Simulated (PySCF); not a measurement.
## Electronic structure of C7H11Si (SMILES C=CC[Si-](C)C#CC) (charge −1) in real space

Input file:

```
{"job": {"kind": "nmr", "xc": "PBE0", "basis": "pcSseg-1", "pop": false}, "charge": -1, "multiplicity": 1}
C     -3.371076    -0.706871     0.523649
C     -2.145310    -1.169091     0.268983
C     -1.335079    -0.827220    -0.911117
Si    -0.105705     0.457220    -0.263998
C     -0.758525     2.182414     0.118010
C      1.635782     0.049614    -0.120190
C      2.813510    -0.225106    -0.017408
C      4.224734    -0.556416     0.103678
H     -3.892432    -0.074775    -0.180313
H     -3.881605    -0.898973     1.456534
H     -1.644409    -1.787493     1.005384
H     -1.954916    -0.452416    -1.726883
H     -0.761399    -1.681898    -1.265033
H      0.049319     2.758536     0.557134
H     -1.583594     2.156359     0.826249
H     -1.102612     2.713393    -0.768388
H      4.495676    -0.818222     1.135082
H      4.847645     0.290026    -0.204490
H      4.469996    -1.409083    -0.536882
```

Launched as:

```sh
OMP_NUM_THREADS=1 python ens_run.py task.json out
```

Geometry: GFN2-xTB.

The calculation used PBE0/pcSseg-1, SCF density, gas phase, non-relativistic (PySCF 2.14.0).

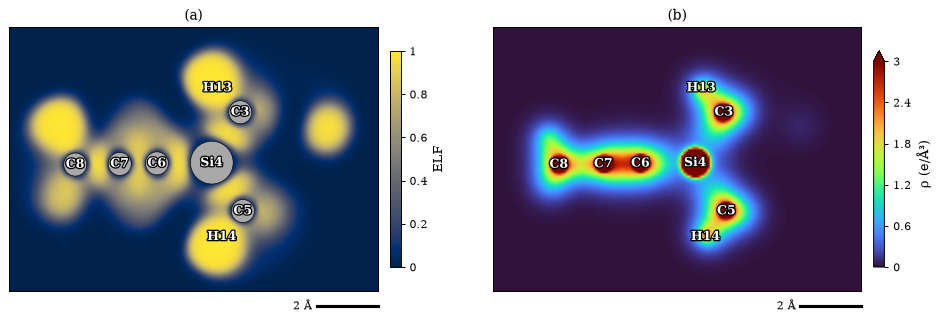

Figure 1. (a) electron localisation function; (b) total electron density on the plane of atoms C3, Si4 and C6. Grey discs cover the atomic cores in the ELF map.

Q: What does the map show?

A:
- The section cuts through C, Si and H sites.
- C–C (1.21 Å): ρ at the midpoint is about 2.7 e/Å³; the ELF peaks at about 0.85 between the atoms (a short, multiple covalent bond).
- C–Si (1.79 Å): ρ at the midpoint is about 0.95 e/Å³; the ELF peaks at about 0.95 between the atoms (localised, covalent bonding).
- C–H (1.09 Å): ρ is about 1.9 e/Å³ halfway; the ELF climbs to about 1 towards the hydrogen, as it does in any bond to H: a covalent bond by its length.
- C–Si (1.88 Å): the density is about 0.89 e/Å³ at the midpoint; the ELF peaks at about 0.95 between the atoms; a shared electron pair.

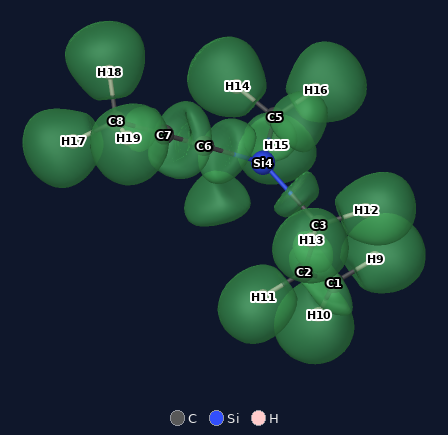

Figure 2. Isosurface of the ELF at 0.8 (green), seen at an oblique angle. Core shells and regions of very low density are left out.

Q: Identify the bonds, lone pairs and shells in this picture.

A: At this value the surface marks out four regions between bonded C–C atoms (shared pairs), three regions between bonded C–Si atoms (shared pairs), eleven regions around hydrogen nuclei and two lobes on Si, pointing away from the bonds (lone pairs).
